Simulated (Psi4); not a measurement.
**SnO: single-point calculation (part 1 of 2)**

SnO (tin(ii) oxide), multiplicity 3, SMILES [O]=[Sn], computed with CCSD/def2-TZVP, UHF, core potentials def2 (Psi4 1.11).

The geometry is that of the parent species in another charge or spin state. The geometry comes from this level: PBE0-D4/def2-TZVP.

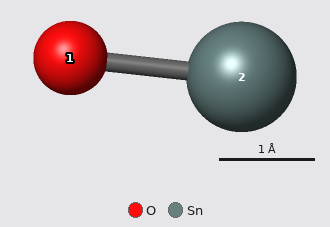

The structure (ball-and-stick view, seen at an oblique angle; atoms are numbered from 1 in the order of the input). Sticks mark near contacts. Bond lengths as drawn: O–Sn 1.82 Å.

Summary

```tsv
quantity	value
outcome	converged
total energy	−288.648585 hartree
SCF energy	−288.158278 hartree
MP2 energy	−288.640604 hartree
CCSD energy	−288.648585 hartree
correlation energy	−0.490307 hartree
basis functions	81
T1 diagnostic	0.055
⟨S²⟩	2.038
hardware	1 thread of Intel Xeon @ 2.70GHz, 189 GiB of memory available, shared host
wall time	54 s
peak memory	0.53 GiB
```

Remarks

The record of the run, not the program, notes: large T1.

Input (calc.dat)
```
memory 1600 mb

molecule geom {
  0 3
  O      0.00000000     0.00000000    -0.01337926
  Sn     0.00000000     0.00000000     3.42165150
  units bohr
  symmetry c1
}

set reference uhf
set puream true
set scf_type pk
set num_frozen_docc 5
set maxiter 100

energy('ccsd/def2-TZVP')
print_variables()
```

Command:
```bash
psi4 -n 1 calc.dat calc.out
```

Log
```
Psi4 1.11 release

   => Loading Basis Set <=

    Name: DEF2-TZVP
    Role: ORBITAL
    Keyword: BASIS

    !!!  WARNING: ECP capability is in beta. Please check occupations closely.  !!!

         ---------------------------------------------------------
                                   SCF
                              UHF Reference
                        1 Threads,   1525 MiB Core
         ---------------------------------------------------------

  ==> Geometry <==

    Molecular point group: c1
    Full point group: C_inf_v

    Geometry (in Bohr), charge = 0, multiplicity = 3:

       Center              X                  Y                   Z               Mass
    ------------   -----------------  -----------------  -----------------  -----------------
         O            0.000000000000     0.000000000000    -3.030732087312    15.994914619570
         SN           0.000000000000     0.000000000000     0.404298672688   119.902201630000

  Running in c1 symmetry.

  Rotational constants: A = ************  B =      0.36152  C =      0.36152 [cm^-1]
  Rotational constants: A = ************  B =  10838.14184  C =  10838.14184 [MHz]
  Nuclear repulsion =   51.236804645091453

  Charge       = 0
  Multiplicity = 3
  Electrons    = 30
  Nalpha       = 16
  Nbeta        = 14

  ==> Algorithm <==

  SCF Algorithm Type is PK.
  DIIS enabled.
  MOM disabled.
  Fractional occupation disabled.
  Guess Type is SAD.
  Energy threshold   = 1.00e-08
  Density threshold  = 1.00e-08
  Integral threshold = 1.00e-12

  ==> Primary Basis <==

  Basis Set: DEF2-TZVP
    Blend: DEF2-TZVP
    Number of shells: 27
    Number of basis functions: 81
    Number of Cartesian functions: 95
    Spherical Harmonics?: true
    Max angular momentum: 3

  Core potential: DEF2-TZVP
    Number of shells: 4
    Number of ECP primitives: 18
    Number of ECP core electrons: 28
    Max angular momentum: 3

  ==> Integral Setup <==

  Using in-core PK algorithm.
   Calculation information:
      Number of atoms:                   2
      Number of AO shells:              27
      Number of primitives:             49
      Number of atomic orbitals:        95
      Number of basis functions:        81

      Integral cutoff                 1.00e-12
      Number of threads:                 1

  Performing in-core PK
  Using 11032362 doubles for integral storage.
  We computed 69279 shell quartets total.
  Whereas there are 71631 unique shell quartets.

  ==> DiskJK: Disk-Based J/K Matrices <==

    J tasked:                  Yes
    K tasked:                  Yes
    wK tasked:                  No
    Memory [MiB]:             1144
    Schwarz Cutoff:          1E-12

  Minimum eigenvalue in the overlap matrix is 3.6631861997E-03.
  Reciprocal condition number of the overlap matrix is 8.6247584685E-04.
    Using symmetric orthogonalization.

  ==> Pre-Iterations <==

  SCF Guess: Superposition of Atomic Densities via on-the-fly atomic UHF (no occupation information).

 WARNING: Atomic UHF is not converging! Try casting from a smaller basis or call Rob at CCMST.
   -------------------------
    Irrep   Nso     Nmo
   -------------------------
     A         81      81
   -------------------------
    Total      81      81
   -------------------------

  ==> Iterations <==

                        Total Energy        Delta E     RMS |[F,P]|

   @UHF iter SAD:  -286.25320960571486   -2.86253e+02   0.00000e+00
   @UHF iter   1:  -287.80593567721360   -1.55273e+00   9.88391e-03 DIIS/ADIIS
   @UHF iter   2:  -287.29438228009582    5.11553e-01   1.67662e-02 DIIS/ADIIS
   @UHF iter   3:  -288.11247662295102   -8.18094e-01   1.37314e-03 DIIS/ADIIS
   @UHF iter   4:  -288.12503225667774   -1.25556e-02   9.30529e-04 DIIS/ADIIS
   @UHF iter   5:  -288.13331167858843   -8.27942e-03   6.95039e-04 DIIS/ADIIS
   @UHF iter   6:  -288.14266944555743   -9.35777e-03   5.44104e-04 DIIS/ADIIS
   @UHF iter   7:  -288.15375941605669   -1.10900e-02   3.35113e-04 DIIS/ADIIS
   @UHF iter   8:  -288.15697945154727   -3.22004e-03   2.36010e-04 DIIS/ADIIS
   @UHF iter   9:  -288.15819743947736   -1.21799e-03   6.81717e-05 DIIS
   @UHF iter  10:  -288.15821557708352   -1.81376e-05   5.83060e-05 DIIS
   @UHF iter  11:  -288.15826274007566   -4.71630e-05   3.83705e-05 DIIS
   @UHF iter  12:  -288.15827530644651   -1.25664e-05   1.24391e-05 DIIS
   @UHF iter  13:  -288.15827769714633   -2.39070e-06   4.43141e-06 DIIS
   @UHF iter  14:  -288.15827813197404   -4.34828e-07   2.56090e-06 DIIS
   @UHF iter  15:  -288.15827822816902   -9.61950e-08   1.09083e-06 DIIS
   @UHF iter  16:  -288.15827824670106   -1.85320e-08   6.57208e-07 DIIS
   @UHF iter  17:  -288.15827825421968   -7.51862e-09   6.58052e-07 DIIS
   @UHF iter  18:  -288.15827824904943    5.17025e-09   6.44442e-07 DIIS
   @UHF iter  19:  -288.15827819237848    5.66710e-08   4.66872e-07 DIIS
   @UHF iter  20:  -288.15827815642569    3.59528e-08   2.01875e-07 DIIS
   @UHF iter  21:  -288.15827815266192    3.76377e-09   5.34934e-08 DIIS
   @UHF iter  22:  -288.15827815269540   -3.34808e-11   3.35639e-08 DIIS
   @UHF iter  23:  -288.15827815272098   -2.55795e-11   3.20017e-08 DIIS
   @UHF iter  24:  -288.15827815273144   -1.04592e-11   3.22906e-08 DIIS
   @UHF iter  25:  -288.15827815268369    4.77485e-11   3.02721e-08 DIIS
   @UHF iter  26:  -288.15827815258075    1.02943e-10   2.49727e-08 DIIS
   @UHF iter  27:  -288.15827815245848    1.22270e-10   1.23951e-08 DIIS
   @UHF iter  28:  -288.15827815243762    2.08615e-11   3.56647e-09 DIIS
  Energy and wave function converged.

  ==> Post-Iterations <==

   @Spin Contamination Metric:   3.810374632E-02
   @S^2 Expected:                2.000000000E+00
   @S^2 Observed:                2.038103746E+00
   @S   Expected:                1.000000000E+00
   @S   Observed:                1.000000000E+00

    Orbital Energies [Eh]
    ---------------------

    Alpha Occupied:

       1A    -20.582833     2A     -5.882272     3A     -4.071074
       4A     -4.070670     5A     -4.067116     6A     -1.409293
       7A     -1.339544     8A     -1.333294     9A     -1.333200
      10A     -1.332083    11A     -1.255133    12A     -0.687531
      13A     -0.546979    14A     -0.524811    15A     -0.477969
      16A     -0.251080

    Alpha Virtual:

      17A      0.000295    18A      0.077686    19A      0.167809
      20A      0.181786    21A      0.217641    22A      0.270982
      23A      0.271022    24A      0.292977    25A      0.330595
      26A      0.342570    27A      0.399052    28A      0.617255
      29A      0.698539    30A      0.698639    31A      0.872418
      32A      0.873353    33A      0.882214    34A      0.895982
      35A      0.896119    36A      0.902941    37A      0.902945
      38A      0.964889    39A      1.000376    40A      1.005203
      41A      1.135303    42A      1.306099    43A      1.308089
      44A      1.325948    45A      1.325993    46A      1.548483
      47A      1.811112    48A      1.811130    49A      2.146838
      50A      2.149612    51A      2.254674    52A      2.550252
      53A      2.550323    54A      2.570464    55A      2.570971
      56A      2.606944    57A      2.621307    58A      2.657847
      59A      3.041529    60A      3.044892    61A      3.179737
      62A      3.515272    63A      3.948280    64A      5.558895
      65A      5.558921    66A      5.581103    67A      5.584466
      68A      5.592354    69A      5.592383    70A      5.666231
      71A      6.758955    72A      6.758959    73A      6.914997
      74A      6.916012    75A      7.263108    76A     36.747176
      77A     37.355877    78A     37.357862    79A     37.695826
      80A     44.857869    81A    114.006958

    Beta Occupied:

       1A    -20.543960     2A     -5.878193     3A     -4.072288
       4A     -4.064799     5A     -4.057171     6A     -1.360839
       7A     -1.338629     8A     -1.329260     9A     -1.328093
      10A     -1.325711    11A     -1.134598    12A     -0.469282
      13A     -0.467131    14A     -0.453538

    Beta Virtual:

      15A      0.005379    16A      0.016819    17A      0.051181
      18A      0.111047    19A      0.185428    20A      0.211736
      21A      0.248339    22A      0.309794    23A      0.310194
      24A      0.349280    25A      0.354436    26A      0.379865
      27A      0.436682    28A      0.685844    29A      0.713769
      30A      0.719248    31A      0.876988    32A      0.907927
      33A      0.912926    34A      0.916652    35A      0.928181
      36A      0.931726    37A      0.931935    38A      0.985072
      39A      1.021911    40A      1.048601    41A      1.166989
      42A      1.321513    43A      1.345461    44A      1.348949
      45A      1.349543    46A      1.607248    47A      1.824563
      48A      1.824634    49A      2.206649    50A      2.215955
      51A      2.314416    52A      2.554956    53A      2.555115
      54A      2.574780    55A      2.575058    56A      2.609861
      57A      2.628578    58A      2.700265    59A      3.073341
      60A      3.079008    61A      3.258067    62A      3.537247
      63A      3.998630    64A      5.599789    65A      5.599844
      66A      5.604704    67A      5.604713    68A      5.638334
      69A      5.643579    70A      5.733677    71A      6.791944
      72A      6.791948    73A      7.001406    74A      7.007405
      75A      7.363108    76A     36.748436    77A     37.355290
      78A     37.362109    79A     37.698104    80A     44.880708
      81A    114.007119

    Final Occupation by Irrep:
              A
    DOCC [    14 ]
    SOCC [     2 ]
    NA   [    16 ]
    NB   [    14 ]

  @UHF Final Energy:  -288.15827815243762

   => Energetics <=

    Nuclear Repulsion Energy =             51.2368046450914534
    One-Electron Energy =                -581.8017901631724271
    Two-Electron Energy =                 242.4067073656433990
    Total Energy =                       -288.1582781524376173

  UHF NO Occupations:
  HONO-2 :   14  A 1.9875972
  HONO-1 :   15  A 1.0000000
  HONO-0 :   16  A 1.0000000
  LUNO+0 :   17  A 0.0124028
  LUNO+1 :   18  A 0.0028017
  LUNO+2 :   19  A 0.0022347
  LUNO+3 :   20  A 0.0013870

Computation Completed

Properties will be evaluated at   0.000000,   0.000000,   0.000000 [a0]

Properties computed using the SCF density matrix

 Multipole Moments:

 ------------------------------------------------------------------------------------
     Multipole            Electronic (a.u.)      Nuclear  (a.u.)        Total (a.u.)
 ------------------------------------------------------------------------------------

 L = 1.  Multiply by 2.5417464519 to convert [e a0] to [Debye]
 Dipole X            :          0.0000002            0.0000000            0.0000002
 Dipole Y            :          0.0000001            0.0000000            0.0000001
 Dipole Z            :         16.3221967          -15.3512859            0.9709108
 Magnitude           :                                                    0.9709108

 ------------------------------------------------------------------------------------

	total time  =          3 seconds =       0.05 minutes
 MINTS: Wrapper to libmints.

   Calculation information:
      Number of threads:                 1
      Number of atoms:                   2
      Number of AO shells:              27
      Number of SO shells:              27
      Number of primitives:             49
      Number of atomic orbitals:        95
      Number of basis functions:        81

      Number of irreps:                  1
      Integral cutoff                 1.00e-12
      Number of functions per irrep: [  81 ]

 OEINTS: Overlap, kinetic, potential, dipole, and quadrupole integrals
         stored in file 35.

      Computing two-electron integrals...done
      Computed 1050367 non-zero two-electron integrals.
        Stored in file 33.

	Wfn Parameters:
	--------------------
	Wavefunction         = CCSD
	Number of irreps     = 1
	Number of MOs        = 81
	Number of active MOs = 76
	AO-Basis             = NONE
	Semicanonical        = false
	Reference            = UHF
	Print Level          = 1
```
